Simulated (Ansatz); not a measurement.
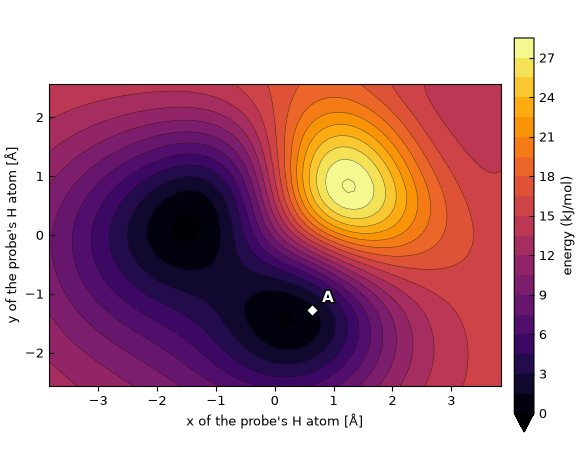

AlHOSe (SMILES [O]1[AlH][Se]1) with the probe H2O. The probe is moved over a plane parallel to the molecule's main plane, 2.50 Å above it. The first coordinate is: x of the probe's H atom; the second: y of the probe's H atom. Nothing is relaxed (molecule and probe rigid, the probe upright with H nearest the plane). Grid: 13 × 9 points. Points are written as (first, second). All energies are given in kJ/mol relative to the lowest grid point. All numbers below come from Ansatz 0.2.0, RKS PBE-D4/def2-SVPD.

The picture shows filled contours, the point A. Between grid points the surface is interpolated.

> Is A at rest? If not, where is it pushed?

A, at (0.64 Å, −1.28 Å), is not a stationary point. The computed force is 0.059 eV/Å in the plane, pointing down and left in the picture (components −0.048 and −0.034 eV/Å).
